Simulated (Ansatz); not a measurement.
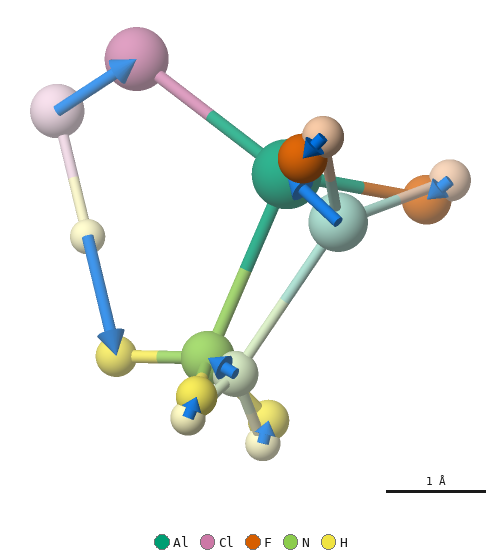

This is a relaxation of AlNH3ClF2. The starting structure is drawn faded, the final one solid; blue arrows show the displacements, at their true length. The two geometries are superimposed by the best rigid fit.

A ball-and-stick model, seen at a tilt.

The run prepares an end point of a later path (reaction) calculation, from a guessed geometry.

The calculation used RKS PBE-D4/def2-SVP in Ansatz. Set-up: no spin polarisation; force threshold 0.03 eV/Å; at most 50 steps.

> What happened in the run?

Over 13 accepted moves (14 points after the start) the energy falls by 217.1 kJ/mol. The largest force component goes from 1.5 to 0.015 eV/Å. The line search rejected the trial step at point 10 of the run. The atom that moves furthest after the best rigid fit is an H atom (1.29 Å). Largest moves by element: H 1.29 Å, Cl 1.00 Å, Al 0.78 Å, N 0.36 Å, F 0.31 Å. Among the contacts that change: Cl–H 1.347 → 3.034 Å, Al–Cl 3.422 → 2.128 Å, H–N 2.249 → 1.030 Å, Al–N 1.870 → 2.022 Å. New bonds form, among them: Al–Cl (3.42 → 2.13 Å), H–N (2.25 → 1.03 Å). Bonds break, among them: Cl–H (1.35 → 3.03 Å). Bond angles that change, for instance: F–Al–N 119.4° → 99.7°, Al–N–H 120.5° → 110.6°, F–Al–F 121.3° → 116.8°. The run took 13 s on 2 threads of Intel(R) Xeon(R) 6975P-C (Granite Rapids), on a shared host, peak memory 0.17 GiB.

Limits of the set-up: the start holds two separate molecules, 2.2 Å apart at their closest, whose relative position is a soft coordinate.
